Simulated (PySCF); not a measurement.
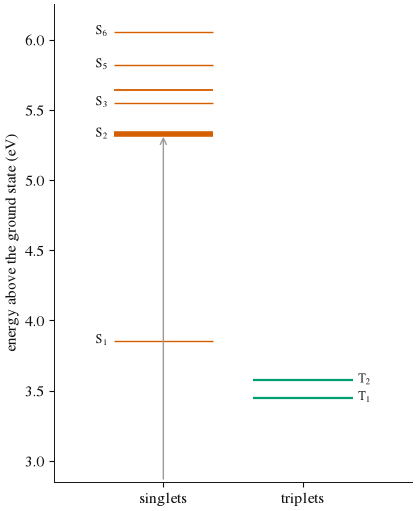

State diagram of C₄F₃N₃S, SMILES N#Cc1nnc(C(F)(F)F)s1. Vertical TDDFT excitations, PBE0/def2-SVPD in PySCF 2.14.0, at a GFN2-xTB geometry (no frequency check), gas phase. Triplets in the Tamm-Dancoff approximation; only the lowest 6 singlets and 2 triplets were computed. Thicker singlet lines are brighter; the arrow marks the brightest. S0, at zero, lies below the range drawn.

**What is the vertical gap between S1 and T1?**

0.41 eV: S1 at 3.86 eV, T1 at 3.45 eV.

**What are the energy, strength and character of the state that the arrow marks?**

S2 at 5.33 eV (233 nm), f = 0.234, mainly HOMO−1 → LUMO (91 %).

**What character does the calculation give T1?**

Mainly HOMO → LUMO (97 %).

Note: the tight-binding geometry is rougher than a DFT one and adds to the error; core orbitals are frozen in the response.
